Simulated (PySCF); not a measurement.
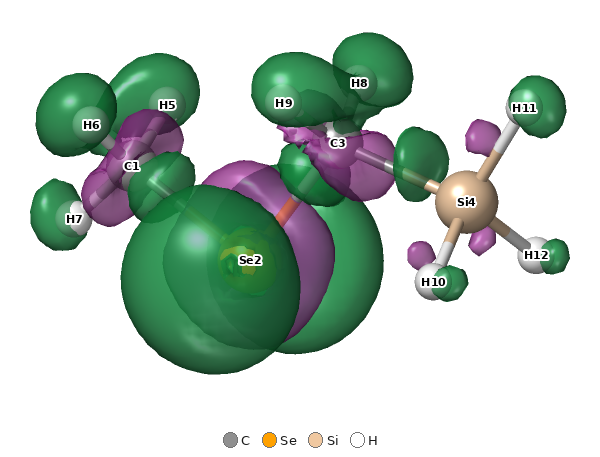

*C$_{2}$H$_{8}$SeSi, SMILES `C[Se]C[SiH3]`. Fukui function f⁻ = ρ(N) − ρ(N−1) at fixed geometry, surfaces at ±0.02 e/Å³ (green positive, purple negative).*

Level of theory: ωB97X/def2-SVPD (PySCF), at a geometry from GFN2-xTB. No frequency check shows the geometry to be a minimum. GFN2-xTB bond lengths at metals and heavier atoms can be off by up to 0.1 Å and shapes distorted, which carries into these values.

Cartesian coordinates (Å):

```
C1      -2.2578    0.7945   -0.0003
Se2     -0.7625   -0.4647    0.0001
C3       0.6789    0.8635    0.0003
Si4      2.3916    0.0234   -0.0002
H5      -2.2068    1.4114   -0.8947
H6      -2.2061    1.4131    0.8936
H7      -3.1765    0.2145    0.0007
H8       0.5399    1.4844   -0.8869
H9       0.5406    1.4861    0.8835
H10      2.5228   -0.7948    1.2039
H11      3.3788    1.1066    0.0021
H12      2.5219   -0.7971   -1.2045
```

Which atoms respond most to the removal of an electron?

f⁻ (Hirshfeld-condensed) is largest on Se2 (0.56); the vertical ionisation energy is 8.27 eV (the stability of the cation's solution wasn't checked). Condensed values hint at sites of electrophilic attack but needn't mark the atom that reacts. Orbital relaxation makes it negative in places (0.26 e in all).

```tsv
atom	f⁻	charge
C1	+0.05	−0.14
Se2	+0.56	+0.01
C3	+0.04	−0.18
Si4	+0.04	+0.32
H5	+0.05	+0.04
H6	+0.05	+0.04
H7	+0.04	+0.05
H8	+0.04	+0.04
H9	+0.04	+0.04
H10	+0.02	−0.08
H11	+0.04	−0.08
H12	+0.02	−0.07
```

Cost of the run: 5.1 min on 1 thread of Intel(R) Xeon(R) Processor @ 2.50GHz (Skylake/Cascade Lake), with other jobs on the host, peak memory 0.96 GiB.
